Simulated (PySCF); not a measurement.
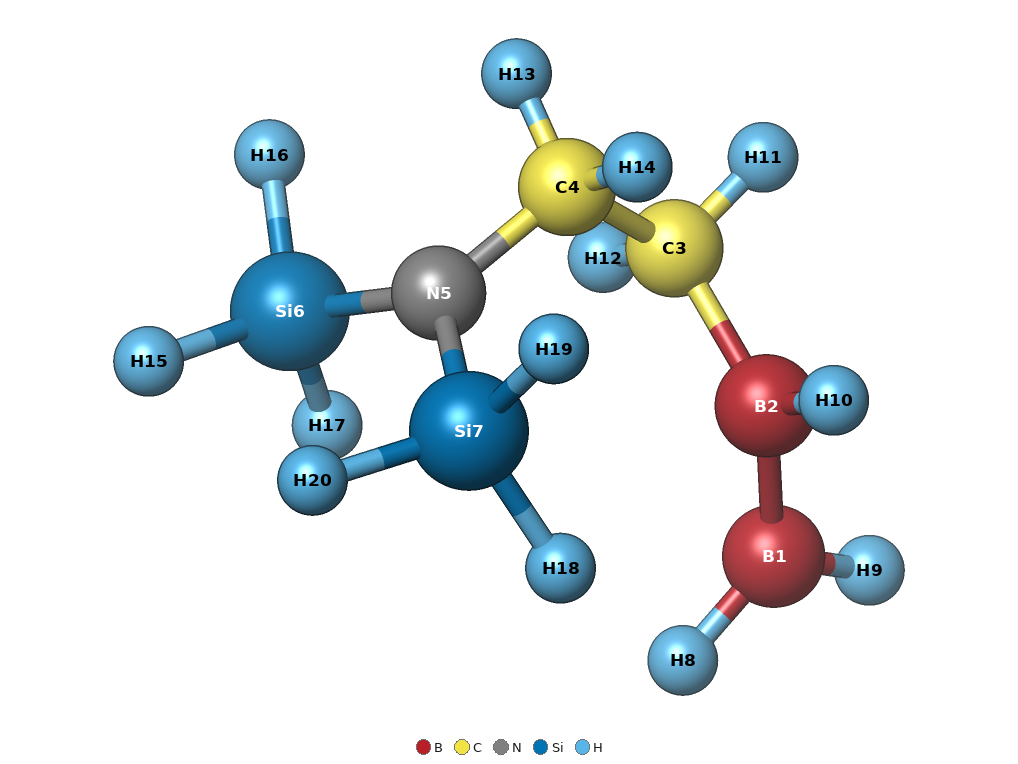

The computed structure is the end point of a GFN2-xTB optimisation. No frequency run is at hand to confirm it as a minimum. Electric field gradients from the ground-state density, PBE0/pcSseg-1 (PySCF 2.14.0), non-relativistic apart from any core potentials.

Give the largest field-gradient component, the quadrupole coupling constant and the asymmetry for 11B at B1 (Q = 40.59 mb), 11B at B2 (Q = 40.59 mb), 14N at N5 (Q = 20.44 mb).

```csv
atom,V_zz (a.u.),e²qQ/h (MHz),η
B1,0.669,6.38,0.19
B2,0.631,6.02,0.21
N5,−0.812,−3.90,0.57
```

The geometry is semi-empirical. Around B, Si such bond lengths and angles can be off by a tenth of an ångström or more and by several degrees, and values that hang on the shape move with them.
